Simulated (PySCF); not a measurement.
**NdSF: other functionals and bases at one geometry**

How far do other levels of theory move the description of NdSF, and what does each cost? The species was built from a template and needn't be a known compound.

Program: PySCF 2.14.0. Level of theory: several levels, as the steps say, no spin–orbit coupling. These are calculated values, not measurements.

1 further run of the same task is left out (for a known fault of the program).

### Step 1. Where the work starts

3 atoms, charge 0, spin multiplicity 1.

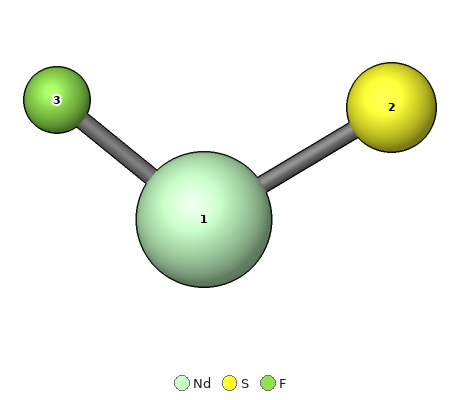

The structure; neodymium light green, sulfur yellow, fluorine green; atoms are numbered from 1 in the order of the file.

As a file:

```xyz
3
FNdS
Nd   -0.1955    0.0000   -0.4707
S     1.7757    0.0000    0.8406
F    -1.8511    0.0000    0.7476
```

Formal oxidation states: Nd +3. Each metal's 3 4f electrons lie in its core potential, so multiplicities, spins and levels count the valence alone. An earlier session relaxed this geometry at PBE0, Nd lcecp-1-SVP with ECP49, S def2-SVP, F def2-SVP (singlet, point group Cs).

At PBE0 on the finer grid: E = -531.630445 Eh, HOMO -5.86 eV, LUMO -2.38 eV, Mulliken charge on Nd1 +0.79 e, largest force component 0.005 eV/Å. 

Levels to run: HF; TPSS; PBE0, TZVP. Hardware: 2 threads of Arm Neoverse V2, shared host.

### Step 2. HF

File run.py (the lines that set the calculation):

```python
mol = gto.M(atom='''
Nd    -0.19547     0.00000    -0.47072
S      1.77574     0.00000     0.84055
F     -1.85114     0.00000     0.74764''',
    basis={'Nd': 'lcecp-1-SVP', 'S': 'def2-SVP', 'F': 'def2-SVP'},
    ecp={'Nd': 'lcecp-1-SVP'},
    charge=0, spin=0)
mf = scf.RHF(mol)
mf = mf.density_fit()  # fitting sets: Nd AutoAux, S def2-universal-JKFIT, F def2-universal-JKFIT
mf.conv_tol = 1e-08; mf.max_cycle = 55
mf.kernel(dm0)  # dm0: the density of the relaxed state
```

Command:

```
$ OMP_NUM_THREADS=2 python run.py
```

### Step 3. TPSS

Changes to run.py (the lines that set the calculation) since step 2:

```diff
@@ -7,3 +7,4 @@
     charge=0, spin=0)
-mf = scf.RHF(mol)
+mf = dft.RKS(mol, xc='TPSS')
+mf.grids.atom_grid = (75, 302)  # f atoms: unpruned, at least (60, 302)
 mf = mf.density_fit()  # fitting sets: Nd AutoAux, S def2-universal-JKFIT, F def2-universal-JKFIT
```

### Step 4. PBE0, TZVP

Basis: Nd lcecp-1-TZVP with ECP49, S def2-TZVP, F def2-TZVP. 

File run.py (the lines that set the calculation):

```python
mol = gto.M(atom='''
Nd    -0.19547     0.00000    -0.47072
S      1.77574     0.00000     0.84055
F     -1.85114     0.00000     0.74764''',
    basis={'Nd': 'lcecp-1-TZVP', 'S': 'def2-TZVP', 'F': 'def2-TZVP'},
    ecp={'Nd': 'lcecp-1-TZVP'},
    charge=0, spin=0)
mf = dft.RKS(mol, xc='PBE0')
mf.grids.atom_grid = (75, 302)  # f atoms: unpruned, at least (60, 302)
mf = mf.density_fit()  # fitting sets: Nd AutoAux, S def2-universal-JKFIT, F def2-universal-JKFIT
mf.conv_tol = 1e-08; mf.max_cycle = 55
mf.kernel(dm0)  # dm0: free metal ions and neutral atoms
```

**Question.** What will these runs give? Wanted: for each run, HOMO; gap; charge on Nd1; dipole; largest force.

The runs gave:

| level | state | HOMO (eV) | gap (eV) | charge on Nd1 (e) | dipole (D) | largest force (eV/Å) | basis functions | time |
| --- | --- | --- | --- | --- | --- | --- | --- | --- |
| PBE0 (relaxed here) | singlet | -5.86 | 3.48 | 0.79 | 8.23 | 0.01 | 65 | 3.3 s |
| HF | singlet | -8.06 | 7.41 | 1.10 | 9.90 | 0.57 | 65 | 1 s |
| TPSS | singlet | -4.84 | 2.05 | 0.75 | 7.88 | 0.52 | 65 | 2.2 s |
| PBE0, TZVP | singlet | -5.91 | 3.51 | 1.21 | 8.57 | 0.08 | 115 | 4.7 s |

Times are on 2 threads of Arm Neoverse V2, shared host; the first row also made further properties.

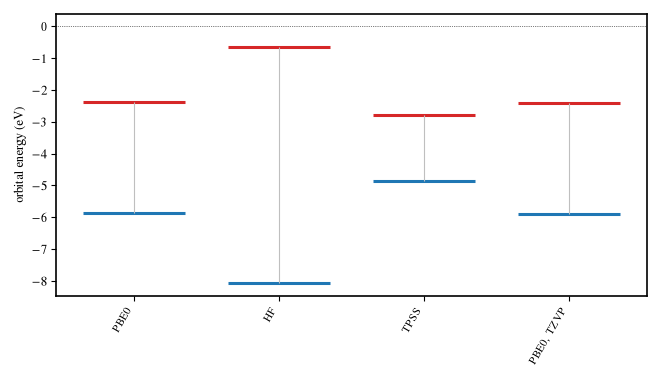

Highest filled and lowest empty level, method by method.

In one basis the HOMO–LUMO gap runs from 2.05 eV (TPSS) to 7.41 eV (HF). The largest leftover force, 0.57 eV/Å with HF, stands at a geometry relaxed at another level. The Mulliken charge on Nd spans +0.75 to +1.21 e over the levels. With 4f in the core, its levels are missing from HOMO and gap. Total energies of different levels can't be compared. Spin–orbit coupling is left out throughout.
